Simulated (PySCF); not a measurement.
## Electronic structure of SiS (charge +1, doublet) in real space

```xyz
2

Si    0.0000    0.0000   -1.1141
S     0.0000    0.0000    0.9749
```

Level of theory: PySCF 2.14.0, PBE0/aug-pcseg-1, non-relativistic, at a bond length of 2.089 Å.

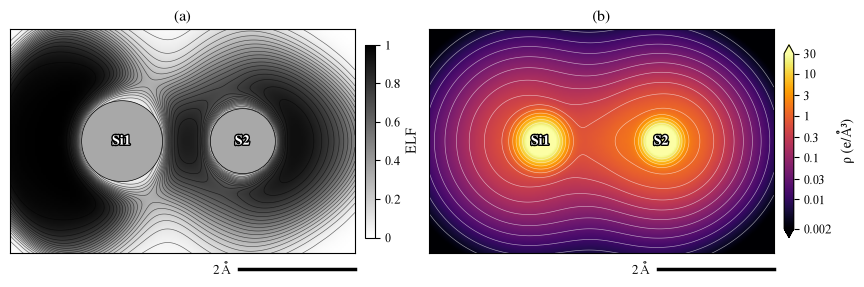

Figure 1. (a) ELF; (b) electron density on a plane that holds the molecular axis. Grey discs cover the atomic cores in the ELF map.

What do the fields say about this system?

The plane passes through Si and S nuclei.
Si–S (2.09 Å): the density is about 0.9 e/Å³ at the midpoint; the ELF peaks at about 0.90 between the atoms (localised, covalent bonding).
The ELF also peaks beside Si1 and S2, away from the bonds: non-bonding electrons, paired or unpaired.

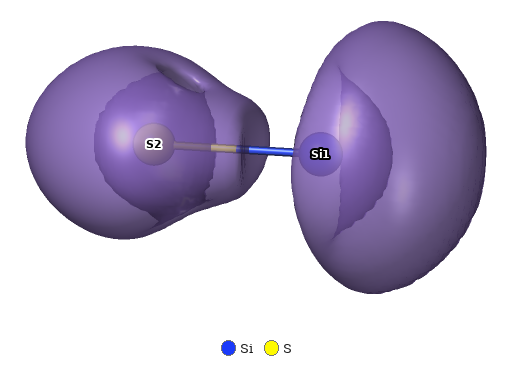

Figure 2. Isosurface of the electron localisation function at 0.75 (purple), seen from one side. Core shells and regions of very low density are left out.

What do the ELF domains correspond to?

At this value the surface marks out one region on S in which the atom's valence shell and bonds are merged and one lobe on Si, pointing away from the bonds (non-bonding electrons).
